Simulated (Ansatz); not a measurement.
**Cadmium, bcc: r²SCAN0 at the r²SCAN geometry**

How do the levels change when part of the exchange is made exact, and what does it cost? Spin polarisation is left out. The geometry was relaxed under r²SCAN beforehand and is kept. Exact exchange is dear, so the k-mesh is coarse, and r²SCAN is run on the same mesh for comparison.

Program: Ansatz 0.2.0. Level of theory: DFT, plane waves (500 eV) with PBE-made PAW files, scalar-relativistic; functionals as named at each step. These are calculated values, not measurements.

## Step 1: The starting structure

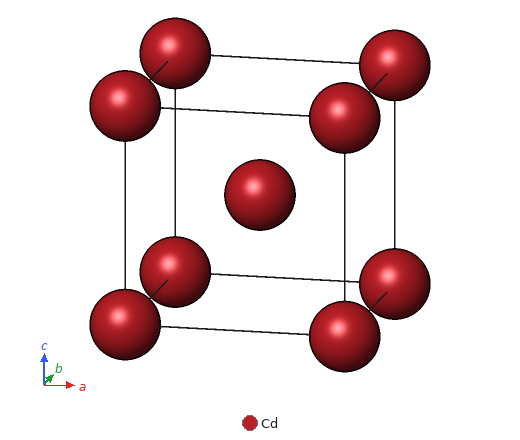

The structure, seen slightly off an axis (cadmium red). The conventional cell is drawn; the run uses a primitive one. Any atoms on the faces are drawn again on the opposite ones.

As a file:

```
Cd
1.0
    -1.76833    1.76833    1.76833
     1.76833   -1.76833    1.76833
     1.76833    1.76833   -1.76833
Cd
1
Direct
  0.00000 0.00000 0.00000
```

## Step 2: r²SCAN, coarse mesh

The run with r²SCAN.

Contents of input.yaml:

```yaml
crystal:
  lattice:
    - [-1.7683299418, 1.7683299418, 1.7683299418]
    - [1.7683299418, -1.7683299418, 1.7683299418]
    - [1.7683299418, 1.7683299418, -1.7683299418]
  atoms:
    - { symbol: Cd, position: [0.0, 0.0, 0.0] }
hamiltonian:
  xc: r2scan
  pseudopotentials:
    kind: paw
    azcp:
      Cd: "pseudopotentials/Cd.paw.azcp"
basis:
  ecutwfc: 500
  fft_grid_basis: typed
kpoints:
  mp_grid: { grid: [6, 6, 6], shift: [0, 0, 0] }
magnetization:
  spin_polarized: false
scf:
  occupations: { method: fermi_dirac, width: 0.1 }
```

Run with:

```
ansatz run input.yaml --threads 4 --pin off --max-ram 8192MiB --backend cpu --events-out ev --progress --plain --runs-dir out
```

The log of the run, shortened:

```text
Warning: RAYON_NUM_THREADS=4 ignored (pool sized by the plan → 4); use --threads N
[...]
Pseudopotentials: kind: paw
Pseudopotential: Cd, paw, valence charge 20, recommended cutoff 500 eV (meta_gga), <dir>
Functional definition: r2SCAN
[...]
Crystal: 1 atoms, lattice volume = 22.118 Å³
Basis set: ecut = 500 eV, 555 PW (Γ), exchange–correlation on 96×96×96 points (64 copies of the dense FFT grid, shifted against one another)
Bands: 14, of which v1, the nominal top of the filled ones, is band 10 counted from 1 (9 counted from 0)
Symmetry: 48 space group operations
Space group: Im-3m (ITA 229), of the structure as read, at distance tolerance 2.8e-5 Å
k-points: 16 of 216
[...]
SCF iter   1: F=—  HF=-8268.104879 eV  |F-HF|=—  |Δ(HF+E_count)|=         —  Δρ=6.33e-3  dr2=5.57e-3  dr2_τ=5.31e-3  ethr=1.77e-3  ⟨swp⟩=4.9  Hψ=1119  notcnv=0
[...]
SCF iter   6: F=-8268.104964 eV  HF=-8268.104964 eV  |F-HF|=1.51e-9  |Δ(HF+E_count)|=   1.97e-8  Δρ=2.91e-6  dr2=1.07e-9  dr2_τ=6.32e-11  ethr=5.00e-10  ⟨swp⟩=2.8  Hψ=460  notcnv=0
[...]
SCF converged after 6 iterations
Free energy (F): -8268.104964 eV
[...]
E sigma→0 (E₀):  -8268.097519 eV
Entropy (-TS):   -0.014890 eV (-14.890 meV/atom)
Fermi energy:    14.350227 eV
[...]
```

It took 0.42 s on 4 threads of Arm Neoverse V1, shared host; peak memory 0.29 GiB.

## Step 3: r²SCAN0 on the coarse mesh

The run with r²SCAN0.

Edit input.yaml of step 2 so:

```diff
@@ -8,3 +8,3 @@
 hamiltonian:
-  xc: r2scan
+  xc: r2scan0
   pseudopotentials:
```

Run with:

```
ansatz run input.yaml --threads 4 --pin off --max-ram 8192MiB --backend cpu --events-out ev --progress --plain --runs-dir out
```

The log of the run, shortened:

```text
Warning: RAYON_NUM_THREADS=4 ignored (pool sized by the plan → 4); use --threads N
[...]
Pseudopotentials: kind: paw
Pseudopotential: Cd, paw, valence charge 20, recommended cutoff 500 eV (meta_gga), <dir>
Functional definition: r2SCAN0
[...]
Crystal: 1 atoms, lattice volume = 22.118 Å³
Basis set: ecut = 500 eV, 555 PW (Γ), exchange–correlation on 96×96×96 points (64 copies of the dense FFT grid, shifted against one another)
Bands: 14, of which v1, the nominal top of the filled ones, is band 10 counted from 1 (9 counted from 0)
Symmetry: 48 space group operations
Space group: Im-3m (ITA 229), of the structure as read, at distance tolerance 2.8e-5 Å
k-points: 16 of 216
[...]
SCF iter   1: F=—  HF=-8268.104439 eV  |F-HF|=—  |Δ(HF+E_count)|=         —  Δρ=6.16e-3  dr2=4.56e-3  dr2_τ=5.64e-3  ethr=1.77e-3  ⟨swp⟩=10.2  Hψ=1040  notcnv=0
[...]
Frozen-core exchange: fock
[...]
hybrid SCF converged: 3 outer / 11 inner (+7 warm-up), last move |dexx| = 6.13e-6 eV, tail = 1.35e-7 eV
Stability not checked: this state was not tested for a lower state beside it, because the functional holds exact exchange (a hybrid, or Hartree-Fock), whose exchange loop this test does not read (fock_operator; see scf.lower_state_search)
Free energy (F): -8267.781470 eV
Frozen-core exchange: fock
[...]
E sigma→0 (E₀):  -8267.778248 eV
Entropy (-TS):   -0.006446 eV (-6.446 meV/atom)
Fermi energy:    14.536858 eV
[...]
--- Band table (eV; the first three rows and the last of 16) ---
  k-point 0: bands = ["-96.9807", "-56.0125", "-56.0125", "-56.0125", "2.4141", "2.4141", "2.4141", "3.0755", "3.0755", "3.5812", "30.4755", "30.4755", "30.4755"]
[...]
  guard bands above this table: 1 of the run's 14 bands, where the rule asks 2: the bands that hold charge and the lowest empty level above them stay in the table. The solve was not asked for them (output.publish_guard_bands: true or output.eigenvalues: true publishes all)
```

It took 3.7 s on 4 threads of Arm Neoverse V1, shared host; peak memory 0.83 GiB.

## Step 4: The functionals compared

```tsv
functional	gap on the mesh	Fermi energy (eV)	SCF cycles	exchange loops	CPU time
r²SCAN	none (levels filled in part)	14.350	6	-	1 s
r²SCAN0	none (levels filled in part)	14.537	18	3	11 s
```

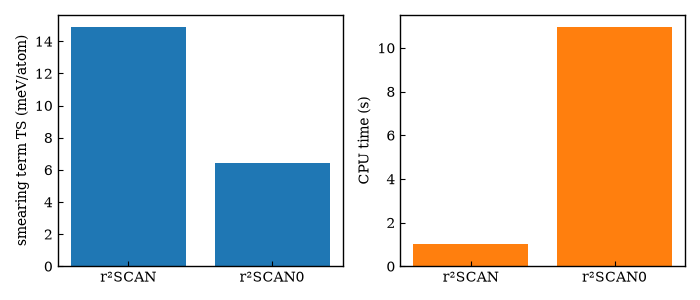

Smearing term and CPU time by functional.

## Step 5: Results

| quantity | value |
| --- | --- |
| r²SCAN: gap | none (levels filled in part) |
| r²SCAN0: gap | none (levels filled in part) |
| r²SCAN0: SCF cycles, exchange loops | 18, 3 |
| r²SCAN0: CPU time over that of r²SCAN | 11 |
| r²SCAN0: relative to hcp | +108 meV/atom |

**Reading.** Neither r²SCAN nor r²SCAN0 shows a clean gap on this mesh. r²SCAN0 cost 11 times the CPU time of r²SCAN. r²SCAN0 needed 3 outer loops of the exchange operator. The dense-mesh value adds +3.8 meV/atom, the change that r²SCAN shows between the coarse mesh and its own dense run (not shown). Under r²SCAN0 it lies 108 meV/atom above hcp (computed apart in the same way); on such meshes a few tens of meV are uncertain for metals. Absolute energies differ from functional to functional, by eV per atom at times, and say nothing by themselves.
